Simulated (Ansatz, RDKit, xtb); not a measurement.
# CH10OSeSi3: which of the isomers drawn lies lowest?, part 2 of 2

Which of a sample of isomers of CH10OSeSi3 is the most stable in the gas at 298.15 K, and what are its properties? The sample is small against all isomers, and the most stable one of this formula need not be in it.

xtb, Ansatz and PySCF; isolated molecules. Earlier steps stand in the parts before.

## 9. Energies at the top level

Single points at CCSD(T)/def2-SVP + MP2/def2-TZVPP - MP2/def2-SVP on the refined geometries decide the order.

c537a, CCSD(T)/def2-SVP:

The input, input.yaml:

```yaml
crystal:
  periodic: [false, false, false]
  atoms:
    - symbol: C
      position_ang: [-2.254191, 0.429614, 1.632145]
    - symbol: O
      position_ang: [-2.814908, 0.987768, -1.173490]
    - symbol: Se
      position_ang: [-1.362690, -1.798959, -2.105318]
    - symbol: Si
      position_ang: [-1.837803, 1.443578, 0.114251]
    - symbol: Si
      position_ang: [0.438324, 1.213303, -0.452873]
    - symbol: Si
      position_ang: [-3.130850, -0.349312, -2.086609]
    - symbol: H
      position_ang: [-1.670057, 0.775809, 2.499777]
    - symbol: H
      position_ang: [-3.323437, 0.515113, 1.881226]
    - symbol: H
      position_ang: [-2.016761, -0.632378, 1.463707]
    - symbol: H
      position_ang: [-2.138406, 2.887010, 0.353893]
    - symbol: H
      position_ang: [1.232869, 2.272434, 0.250442]
    - symbol: H
      position_ang: [0.635989, 1.395540, -1.926432]
    - symbol: H
      position_ang: [0.985945, -0.119386, -0.054392]
    - symbol: H
      position_ang: [-4.240904, -1.150533, -1.498365]
    - symbol: H
      position_ang: [-3.451971, 0.093844, -3.468508]
    - symbol: H
      position_ang: [-0.549967, -0.928241, -2.969425]
basis:
  gaussian:
    orbitals: def2-SVP
correlation:
  method: ccsd_t
  frozen_orbitals: {Si: 5, H: 0, C: 1, O: 1, Se: 9}
```

Command:

```sh
$ ansatz run input.yaml --threads 4 --pin off --max-ram 7830MiB --events-out events.jsonl --progress --plain --runs-dir runs
```

Standard output (excerpt; [...] marks lines left out):

```text
Warning: RAYON_NUM_THREADS=4 ignored (pool sized by the plan → 4); use --threads N
Functional definition: HF
  name "HF"
[...]
1597 factors; integrals over basis functions are off by at most 1.2e-3 eV
[...]
mean field -92101.18058840 eV, -3384.6559582013 hartree, gradient 3.7e-6 eV, S^2 0.000000; 0 other end points of the search recorded, 0 dependent functions left out
26 core orbitals not correlated: weight in the atoms' cores, before any rotation towards them, 1.000 or more for the frozen orbitals, at most 0.000 for the correlated occupied ones
reference -92101.18058840 eV, -3384.6559582013 hartree; 24, 24 occupied and 114, 114 virtual orbitals, 1597 factors
second order -23.49305812 eV of doubles, -0.00000000 eV of singles
cycle   1  -24.70032537 eV  change    -1.2e0 eV  update   1.2e-1
[...]
cycle   8  -25.57402507 eV  change   -2.0e-6 eV  update   4.4e-5
perturbative correction -0.68201126 eV, -0.0250634516 hartree
Total energy: -92127.43662473 eV, -3385.6208497395 hartree
```

Wall time 50 s (4 threads of Arm Neoverse V1, shared host); peak memory 1.5 GiB.

## 10. c537a at MP2/def2-TZVPP

The input, input.yaml:

```yaml
crystal:
  periodic: [false, false, false]
  atoms:
    - {symbol: C, position_ang: [-2.254191, 0.429614, 1.632145]}
    - {symbol: O, position_ang: [-2.814908, 0.987768, -1.173490]}
    - {symbol: Se, position_ang: [-1.362690, -1.798959, -2.105318]}
    - {symbol: Si, position_ang: [-1.837803, 1.443578, 0.114251]}
    - {symbol: Si, position_ang: [0.438324, 1.213303, -0.452873]}
    - {symbol: Si, position_ang: [-3.130850, -0.349312, -2.086609]}
    - {symbol: H, position_ang: [-1.670057, 0.775809, 2.499777]}
    - {symbol: H, position_ang: [-3.323437, 0.515113, 1.881226]}
    - {symbol: H, position_ang: [-2.016761, -0.632378, 1.463707]}
    - {symbol: H, position_ang: [-2.138406, 2.887010, 0.353893]}
    - {symbol: H, position_ang: [1.232869, 2.272434, 0.250442]}
    - {symbol: H, position_ang: [0.635989, 1.395540, -1.926432]}
    - {symbol: H, position_ang: [0.985945, -0.119386, -0.054392]}
    - {symbol: H, position_ang: [-4.240904, -1.150533, -1.498365]}
    - {symbol: H, position_ang: [-3.451971, 0.093844, -3.468508]}
    - {symbol: H, position_ang: [-0.549967, -0.928241, -2.969425]}
basis:
  gaussian:
    orbitals: def2-TZVPP
correlation:
  method: mp2
  frozen_orbitals: {Si: 5, H: 0, C: 1, O: 1, Se: 9}
magnetization:
  spin_polarized: false
  initial_magnetization: 0
```

Command:

```sh
$ ansatz run input.yaml --threads 4 --pin off --max-ram 7830MiB --events-out events.jsonl --progress --plain --runs-dir runs
```

Standard output:

```text
Warning: RAYON_NUM_THREADS=4 ignored (pool sized by the plan → 4); use --threads N
[... 2 set-up lines as earlier in the session ...]
  exchange = exact_x
  correlation = 0
2191 factors; integrals over basis functions are off by at most 1.2e-3 eV
mean field evaluation 1: about -92116.1440 eV, gradient 4.4e1 eV
mean field evaluation 2: about -92116.5602 eV, gradient 4.5e1 eV
mean field evaluation 4: about -92121.5987 eV, gradient 5.5e0 eV
mean field evaluation 8: about -92121.7221 eV, gradient 3.2e-1 eV
mean field evaluation 16: about -92121.7224 eV, gradient 2.6e-6 eV
mean field -92121.72235847 eV, -3385.4108543275 hartree, gradient 2.6e-6 eV, S^2 0.000000; 0 other end points of the search recorded, 0 dependent functions left out
26 core orbitals not correlated: weight in the atoms' cores, before any rotation towards them, 1.000 or more for the frozen orbitals, at most 0.000 for the correlated occupied ones
reference -92121.72235847 eV, -3385.4108543275 hartree; 24, 24 occupied and 326, 326 virtual orbitals, 2191 factors
second order -28.91721268 eV of doubles, -0.00000000 eV of singles
Total energy: -92150.63957115 eV, -3386.4735422928 hartree
```

Wall time 15 s (4 threads of Arm Neoverse V1, shared host); peak memory 1.5 GiB.

## 11. c602c at CCSD(T)/def2-SVP

The input, input.yaml:

```yaml
crystal:
  periodic: [false, false, false]
  atoms:
    - {symbol: C, position_ang: [-1.366835, -0.492243, -2.863744]}
    - {symbol: O, position_ang: [-3.330402, -1.049137, -0.052093]}
    - {symbol: Se, position_ang: [-0.646897, 0.854064, 0.239055]}
    - {symbol: Si, position_ang: [0.028973, -0.339836, -1.616380]}
    - {symbol: Si, position_ang: [1.869357, 0.842708, -2.457569]}
    - {symbol: Si, position_ang: [-2.075183, -0.748261, 1.004767]}
    - {symbol: H, position_ang: [-2.223977, -0.994211, -2.389776]}
    - {symbol: H, position_ang: [-1.043840, -1.081782, -3.736242]}
    - {symbol: H, position_ang: [-1.686302, 0.502590, -3.208445]}
    - {symbol: H, position_ang: [0.450046, -1.701701, -1.157335]}
    - {symbol: H, position_ang: [2.963343, 0.905200, -1.441776]}
    - {symbol: H, position_ang: [2.390329, 0.180662, -3.695216]}
    - {symbol: H, position_ang: [1.445869, 2.234731, -2.805718]}
    - {symbol: H, position_ang: [-2.557906, -0.226219, 2.317448]}
    - {symbol: H, position_ang: [-1.387860, -2.056529, 1.153132]}
    - {symbol: H, position_ang: [-3.861066, -0.283995, -0.297697]}
basis:
  gaussian:
    orbitals: def2-SVP
total_charge: 0
correlation:
  method: ccsd_t
  frozen_orbitals: {Si: 5, H: 0, C: 1, O: 1, Se: 9}
```

Command:

```sh
$ ansatz run input.yaml --threads 4 --pin off --max-ram 7830MiB --events-out events.jsonl --progress --plain --runs-dir runs
```

Standard output (excerpt; [...] marks lines left out):

```text
Warning: RAYON_NUM_THREADS=4 ignored (pool sized by the plan → 4); use --threads N
[... 2 set-up lines as earlier in the session ...]
[...]
1601 factors; integrals over basis functions are off by at most 1.3e-3 eV
[...]
mean field -92100.74523076 eV, -3384.6399591031 hartree, gradient 8.0e-6 eV, S^2 0.000000; 0 other end points of the search recorded, 0 dependent functions left out
26 core orbitals not correlated: weight in the atoms' cores, before any rotation towards them, 1.000 or more for the frozen orbitals, at most 0.000 for the correlated occupied ones
reference -92100.74523076 eV, -3384.6399591031 hartree; 24, 24 occupied and 114, 114 virtual orbitals, 1601 factors
second order -23.64818018 eV of doubles, -0.00000000 eV of singles
cycle   1  -24.80752318 eV  change    -1.2e0 eV  update   1.2e-1
[...]
cycle   8  -25.64811531 eV  change   -1.3e-6 eV  update   5.0e-5
perturbative correction -0.70068674 eV, -0.0257497626 hartree
Total energy: -92127.09403280 eV, -3385.6082597183 hartree
```

Wall time 51 s (4 threads of Arm Neoverse V1, shared host); peak memory 1.5 GiB.

## 12. Putting it together

Energies in kcal/mol from c537a; G adds the thermal terms to the CCSD(T)/def2-SVP + MP2/def2-TZVPP - MP2/def2-SVP energy. The columns left of the relaxed level are at the tight-binding geometries.

| label | SMILES | spin | GFN2-xTB | HF/STO-3G | r2SCAN-D4/def2-SVP | PBE0-D3(BJ)/def2-SVP | HF/def2-SVP | MP2/def2-SVP | CCSD(T)/def2-SVP + MP2/def2-TZVPP - MP2/def2-SVP | G | share at equilibrium | T1 |
| --- | --- | --- | --- | --- | --- | --- | --- | --- | --- | --- | --- | --- |
| c537a | C[Si@@H]([SiH3])O[SiH2][SeH] | singlet | 0.0 | 0.0 | 0.0 | 0.0 | 0.0 | 0.0 | 0.0 | 0.0 | 100.0 % | 0.011 |
| c602c | C[Si@@H]([SiH3])[Se][SiH2]O | singlet | 18.3 | -6.5 | 4.5 | 4.9 | 10.0 | 6.5 | 7.8 | 10.0 | < 0.1 % | 0.011 |
| c183a | C[Se][SiH2][SiH2]O[SiH3] | singlet | -3.4 | 14.6 | 17.1 | 16.7 | 14.5 | 16.0 | 15.3 | 15.6 | < 0.1 % | 0.011 |

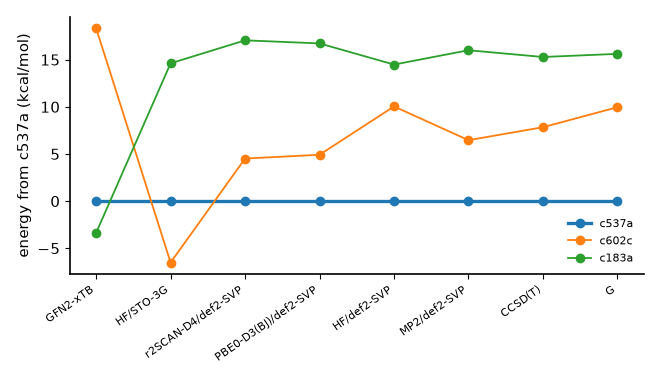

The finalists at each level, measured from c537a.

Lowest found: c537a, `C[Si@@H]([SiH3])O[SiH2][SeH]`, a singlet. Bond lengths: C1–Si4 1.872 Å, O2–Si4 1.680 Å, Si4–Si5 2.357 Å, O2–Si6 1.650 Å, Se3–Si6 2.287 Å, C1–H7 1.102 Å, C1–H8 1.101 Å, C1–H9 1.101 Å, Si4–H10 1.494 Å, Si5–H11 1.499 Å, Si5–H12 1.498 Å, Si5–H13 1.495 Å, Si6–H14 1.490 Å, Si6–H15 1.486 Å, Se3–H16 1.472 Å. Some angles: C1–Si4–O2 110.2°, C1–Si4–Si5 110.9°, O2–Si4–Si5 110.5°, Si4–O2–Si6 139.1°, O2–Si6–Se3 111.7°, C1–Si4–H10 110.4°, O2–Si4–H10 105.6°, Si5–Si4–H10 109.1°, Si4–C1–H7 110.5°, Si4–C1–H8 110.9°.

```xyz
16

C    -2.2542    0.4296    1.6321
O    -2.8149    0.9878   -1.1735
Se   -1.3627   -1.7990   -2.1053
Si   -1.8378    1.4436    0.1143
Si    0.4383    1.2133   -0.4529
Si   -3.1309   -0.3493   -2.0866
H    -1.6701    0.7758    2.4998
H    -3.3234    0.5151    1.8812
H    -2.0168   -0.6324    1.4637
H    -2.1384    2.8870    0.3539
H     1.2329    2.2724    0.2504
H     0.6360    1.3955   -1.9264
H     0.9859   -0.1194   -0.0544
H    -4.2409   -1.1505   -1.4984
H    -3.4520    0.0938   -3.4685
H    -0.5500   -0.9282   -2.9694
```

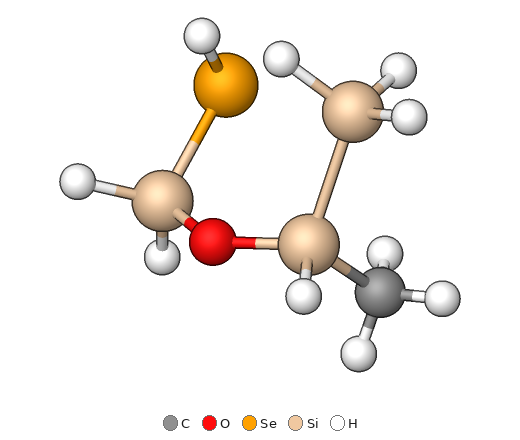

The lowest structure found, seen from a chosen angle (carbon grey, oxygen red, selenium orange, silicon light orange, hydrogen white).

## 13. Summary of results

What follows sums up all 2 parts.

```
                                 quantity                                                                    value
                   lowest structure found                                    C[Si@@H]([SiH3])O[SiH2][SeH], singlet
                            next finalist          C[Si@@H]([SiH3])[Se][SiH2]O, singlet, 10.0 kcal/mol higher in G
share at equilibrium, among the finalists                                                                  100.0 %
                                   funnel  20 starts, 20 minima at GFN2-xTB, 8 screening runs, 3 relaxed, 3 ranked
                     CPU time of all runs                                                                   38 min
```

`C[Si@@H]([SiH3])O[SiH2][SeH]` comes out lowest. The margin of 10.0 kcal/mol over the next finalist is beyond the usual error of the last level; it says nothing of structures that weren't ranked. r2SCAN-D4/def2-SVP, PBE0-D3(BJ)/def2-SVP, HF/def2-SVP and MP2/def2-SVP already put its bonding pattern lowest among the structures in one piece; GFN2-xTB favours the singlet C[Se][SiH2][SiH2]O[SiH3] (c183d, not a finalist); HF/STO-3G favours the singlet C[Si@@H]([SiH3])[Se][SiH2]O. The largest share of the time went into the relaxations (60 %). 6 minima inside the window were never screened. The search is not exhaustive (a finite list of starts, one conformer a finalist), so a lower isomer can't be ruled out. Only 5 drawn patterns were tried, so whole families of isomers are missing, and the result ranks this sample alone.
